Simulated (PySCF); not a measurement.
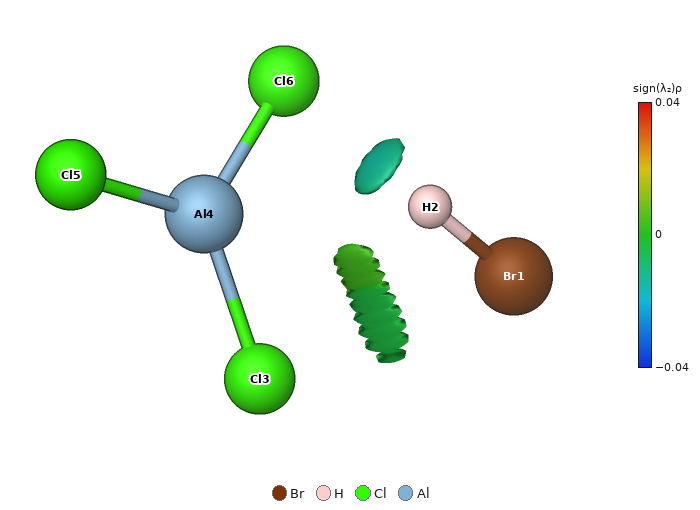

Figure. AlBrCl$_{3}$H, SMILES `Br.Cl[Al](Cl)Cl`. Non-covalent interaction surfaces between the fragments (reduced density gradient s = 0.5, coloured by sign(λ₂)ρ in a.u.; trimmed to the region between the fragments where ρ is under 0.06 a.u.). Fragment A: HBr (atoms 1–2); fragment B: AlCl3.

Computed with PySCF, PBE0/def2-TZVP, geometry: GFN2-xTB. GFN2-xTB bond lengths at metals and heavier atoms can be off by up to 0.1 Å and shapes distorted, which carries into these values.

Cartesian coordinates (Å):

```
Br1     -2.9368   -0.0011    0.0149
H2      -1.6737   -0.6109   -0.0201
Cl3      0.6524    1.8030   -0.0286
Al4      1.6398    0.0346   -0.0078
Cl5      3.6625   -0.0824    0.0368
Cl6      0.5759   -1.7088   -0.0317
```

**Which interactions hold the two fragments together?**

Bond critical points between the fragments: H2···Cl6, hydrogen bond, 2.50 Å, ρ = 0.013 a.u.; Br1···Cl3, 4.02 Å, ρ = 0.004 a.u., a bond path close to vanishing (ellipticity 2.2). All are weak and appear green, as weak hydrogen bonds do. Several contacts close a ring, whose ring point adds a part with positive λ₂ between them. The pose is a local one from a semi-empirical search, not shown to be the most stable.

**How strongly are they bound?**

The counterpoise-corrected interaction energy of the frozen fragments is −0.5 kcal/mol without dispersion correction and −1.9 kcal/mol with D3(BJ). The pair geometry is semi-empirical, not a minimum at this level.
